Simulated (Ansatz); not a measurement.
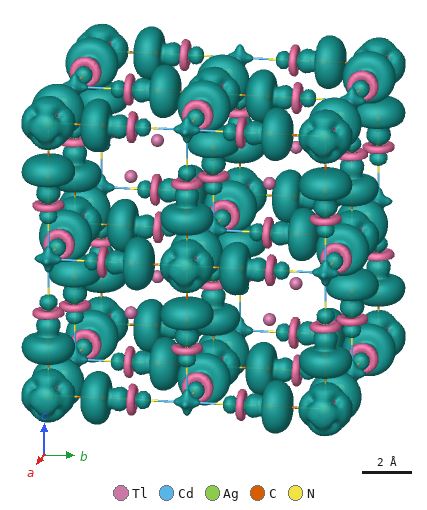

Figure. Tl2CdAgC6N6. Isosurfaces of the spin density at +0.005 (teal) and −0.005 e/Å³ (pink), seen slightly off an axis. Sticks mark near contacts.

Space group Fm-3m; a structure generated by program, which may or may not match a known phase; spin-polarised.

Computed with DFT PBE, scalar-relativistic, plane waves, PAW in Ansatz 0.2.0.

In a PAW calculation such maps are meaningful between the atoms, not at the nuclei.

Tl2CdAgC6N6, 64 atoms, a = 11.64 Å, b = 11.64 Å, c = 11.64 Å, α = 90.00°, β = 90.00°, γ = 90.00°.

### Which atoms carry the moments, and with what signs?

The spin density sits on Ag: +0.4 μB (×4) in one cell of 64 atoms: parallel main moments, as they must be, since the calculation's own cell holds one magnetic site. The cell of the calculation (16 atoms) carries 1.0 μB of net spin moment.
